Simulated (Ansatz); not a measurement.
# HNO3 (nitric acid) at 6 levels

Wanted: a comparison of 6 runs (B3LYP/6-31G*, B2PLYP/def2-SVPD, PBE0/def2-SVPD, revPBE/def2-SVPD, RPA@PBE0/def2-SVPD, CCSD/def2-SVPD) of HNO3 (nitric acid). 

The calculation is run with Ansatz 0.2.0.

62 further runs of the same task are left out: 62 set aside as unsound or not needed.

## 1. The structure to begin with

HNO3 has 5 atoms, charge 0, and is taken as a singlet. As SMILES, `O=[N+]([O-])O`. The N2–O3 distance was set to 2.161 Å, away from the relaxed value. At this shape a bond of the SMILES string is far longer than usual.

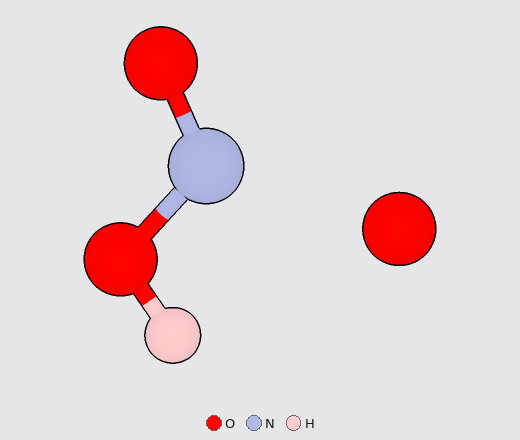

Viewed from a chosen angle; oxygen red, nitrogen light blue, hydrogen pink.

## 2. A single-point energy at B3LYP/6-31G(d) (spherical functions) (run 1)

Contents of run.yaml:

```yaml
crystal:
  periodic: [false, false, false]
  atoms:
    - {symbol: O, position_ang: [1.997491, 0.359581, 0.814292]}
    - {symbol: N, position_ang: [0.932711, 0.395651, 0.293982]}
    - {symbol: O, position_ang: [-0.596440, -1.123960, 0.141450]}
    - {symbol: O, position_ang: [0.635541, 1.608331, -0.306168]}
    - {symbol: H, position_ang: [-0.250819, 1.461921, -0.672378]}
basis:
  gaussian:
    orbitals: 6-31G_st_-spherical.json
hamiltonian:
  xc: {name: B3LYP}
accuracy: high
output: {orbitals: {seedname: orbitals}}
```

The basis set 6-31G* is read from a file made from the Basis Set Exchange's data (not shown).

On the command line:

```console
$ ansatz run run.yaml --threads 1 --pin off --max-ram 3480MiB --events-out events.jsonl --progress --plain --runs-dir runs
```

The log of the run:

```text
Warning: RAYON_NUM_THREADS=1 ignored (pool sized by the plan → 1); use --threads N
Functional definition: B3LYP
  name "B3LYP"
  parameter a0 = 0.2
  parameter ax = 0.72
  parameter ac = 0.81
  exchange = (1 - a0 - ax)*slater_x + ax*b88_x + a0*exact_x
  correlation = (1 - ac)*vwn_rpa_c + ac*lyp_c
1186 factors; integrals over basis functions are off by at most 3.0e-9 eV
mean field evaluation 1: about -7625.4204 eV, gradient 7.4e1 eV
mean field evaluation 2: about -7395.8592 eV, gradient 2.0e2 eV
mean field evaluation 4: about -7636.1786 eV, gradient 3.2e1 eV
mean field evaluation 8: about -7638.2266 eV, gradient 5.2e0 eV
mean field evaluation 16: about -7638.3050 eV, gradient 4.2e-3 eV
mean field evaluation 32: about -7638.3050 eV, gradient 3.2e-8 eV
mean field -7638.30504154 eV, -280.7025328474 hartree, gradient 3.2e-8 eV, S^2 0.000000; 0 other end points of the search recorded, 0 dependent functions left out
reference -7638.30506390 eV, -280.7025336693 hartree; 16, 16 occupied and 42, 42 virtual orbitals, 1186 factors
Total energy: -7638.30506390 eV, -280.7025336693 hartree
```

Run time: 1.3 s. Hardware: 1 thread of AMD EPYC 9B45 (Zen 5), shared host; peak memory 0.16 GiB.

## 3. A single-point energy at B2PLYP/def2-SVPD (run 2)

Changes to run.yaml since step 2:

```diff
@@ -10,5 +10,7 @@
   gaussian:
-    orbitals: 6-31G_st_-spherical.json
+    orbitals: def2-SVPD
 hamiltonian:
-  xc: {name: B3LYP}
+  xc: {name: B2PLYP}
+correlation:
+  frozen_orbitals: {H: 0, "N": 1, O: 1}
 accuracy: high
```

On the command line:

```console
$ ansatz run run.yaml --threads 1 --pin off --max-ram 3480MiB --events-out events.jsonl --progress --plain --runs-dir runs
```

The log of the run, cut to the lines that bear on the results:

```text
Warning: RAYON_NUM_THREADS=1 ignored (pool sized by the plan → 1); use --threads N
Functional definition: B2PLYP
  name "B2PLYP"
[...]
1940 factors; integrals over basis functions are off by at most 3.3e-9 eV
[...]
mean field -7620.35842794 eV, -280.0430069625 hartree, gradient 2.7e-8 eV, S^2 0.000000; 0 other end points of the search recorded, 0 dependent functions left out; unrestricted orbitals would lower it
4 core orbitals not correlated: weight in the atoms' cores, before any rotation towards them, 1.000 or more for the frozen orbitals, at most 0.000 for the correlated occupied ones
reference -7620.35845038 eV, -280.0430077869 hartree; 12, 12 occupied and 81, 81 virtual orbitals, 1940 factors
second order -25.11399624 eV of doubles, -0.00000000 eV of singles
Total energy: -7627.13922936 eV, -280.2921968183 hartree
```

Run time: 3.9 s. Hardware: 1 thread of AMD EPYC 9B45 (Zen 5), shared host; peak memory 0.35 GiB.

Runs 3 to 4 aren't shown in full; the table further down has their settings and results.

## 4. A single-point energy at RPA@PBE0/def2-SVPD (run 5)

Contents of in.yaml:

```yaml
crystal:
  periodic: [false, false, false]
  atoms:
    - {symbol: O, position_ang: [1.997491, 0.359581, 0.814292]}
    - {symbol: N, position_ang: [0.932711, 0.395651, 0.293982]}
    - {symbol: O, position_ang: [-0.596440, -1.123960, 0.141450]}
    - {symbol: O, position_ang: [0.635541, 1.608331, -0.306168]}
    - {symbol: H, position_ang: [-0.250819, 1.461921, -0.672378]}
basis:
  gaussian: {orbitals: def2-SVPD}
magnetization: {spin_polarized: false, initial_magnetization: 0}
hamiltonian: {xc: pbe0}
correlation: {method: rpa, frozen_orbitals: {H: 0, "N": 1, O: 1}}
accuracy: high
```

On the command line:

```console
$ ansatz run in.yaml --threads 1 --pin off --max-ram 3480MiB --events-out events.jsonl --progress --plain --runs-dir runs
```

The log of the run, cut to the lines that bear on the results:

```text
Warning: RAYON_NUM_THREADS=1 ignored (pool sized by the plan → 1); use --threads N
Functional definition: PBE0
  name "PBE0"
[...]
1940 factors; integrals over basis functions are off by at most 3.3e-9 eV
[...]
mean field -7625.25863638 eV, -280.2230863012 hartree, gradient 5.8e-8 eV, S^2 0.000000; 2 other end points of the search recorded, 0 dependent functions left out; unrestricted orbitals would lower it
[...]
unrestricted determinant -7596.36520467 eV, -279.1612722702 hartree, S^2 1.1771
4 core orbitals not correlated: weight in the atoms' cores, before any rotation towards them, 1.000 or more for the frozen orbitals, at most 0.000 for the correlated occupied ones
reference -7593.17718823 eV, -279.0441148270 hartree; 12, 12 occupied and 81, 81 virtual orbitals, 1940 factors
Total energy: -7621.28199783 eV, -280.0769475298 hartree
```

It took 6.6 s on 1 thread of AMD EPYC 9B45 (Zen 5), shared host; peak memory 0.36 GiB.

## 5. A single-point energy at CCSD/def2-SVPD (run 6)

Contents of input.yaml:

```yaml
crystal:
  periodic: [false, false, false]
  atoms:
    - symbol: O
      position_ang: [1.997491, 0.359581, 0.814292]
    - symbol: N
      position_ang: [0.932711, 0.395651, 0.293982]
    - symbol: O
      position_ang: [-0.596440, -1.123960, 0.141450]
    - symbol: O
      position_ang: [0.635541, 1.608331, -0.306168]
    - symbol: H
      position_ang: [-0.250819, 1.461921, -0.672378]
basis:
  gaussian: {orbitals: def2-SVPD}
total_charge: 0
correlation: {method: ccsd, frozen_orbitals: {H: 0, "N": 1, O: 1}}
accuracy: high
scf: {omitted_lower_state_checks: [cluster_reference, increment]}
```

On the command line:

```console
$ ansatz run input.yaml --threads 1 --pin off --max-ram 3480MiB --events-out events.jsonl --progress --plain --runs-dir runs
```

The log of the run:

```text
Warning: RAYON_NUM_THREADS=1 ignored (pool sized by the plan → 1); use --threads N
[... 13 lines left out ...]
4 core orbitals not correlated: weight in the atoms' cores, before any rotation towards them, 1.000 or more for the frozen orbitals, at most 0.000 for the correlated occupied ones
[... 59 lines left out ...]
Total energy: -7615.00815302 eV, -279.8463879855 hartree
Checks for a lower state left out: cluster_reference, increment
```

Run time: 22 s. Hardware: 1 thread of AMD EPYC 9B45 (Zen 5), shared host; peak memory 0.7 GiB.

## 6. The series

```tsv
run	level	frozen core orbitals	energy (Eh)	HOMO energy (eV)	LUMO energy (eV)	HOMO–LUMO gap (eV)	wall time
1	B3LYP/6-31G* (spherical functions)	–	-280.702534	-7.50	-4.63	2.87	1.3 s
2	B2PLYP/def2-SVPD	4	-280.292197	-11.14	-3.18	7.96	3.9 s
3	PBE0/def2-SVPD	–	-280.223086	-8.64	-5.11	3.53	2.2 s
4	revPBE/def2-SVPD	–	-280.481533	-6.32	-6.27	0.05	2.7 s
5	RPA@PBE0/def2-SVPD	4	-280.076948	–	–	–	6.6 s
6	CCSD/def2-SVPD	4	-279.846388	–	–	–	22 s
```

## 7. Results

| quantity | value |
| --- | --- |
| run 6: total energy | -279.84639 Eh |
| run 6: correlation energy (4 core orbitals frozen) | -746.6 mEh |
| run 6: T1 diagnostic | 0.035 |

**Reading.** Over runs 1, 2, 3, 4 the HOMO–LUMO gap runs from 0.05 eV (revPBE/def2-SVPD) to 7.96 eV (B2PLYP/def2-SVPD). A double hybrid's value is that of its SCF part. Totals of different functionals can't be ranked against each other. In run 6 the T1 diagnostic is large, so a single reference may not serve. In runs 2, 5, 6 the log says that unrestricted orbitals would lower the reference, so the values rest on an unstable closed-shell determinant (other closed-shell runs at this shape may share the fault). All runs together took 38 s, the longest 22 s.
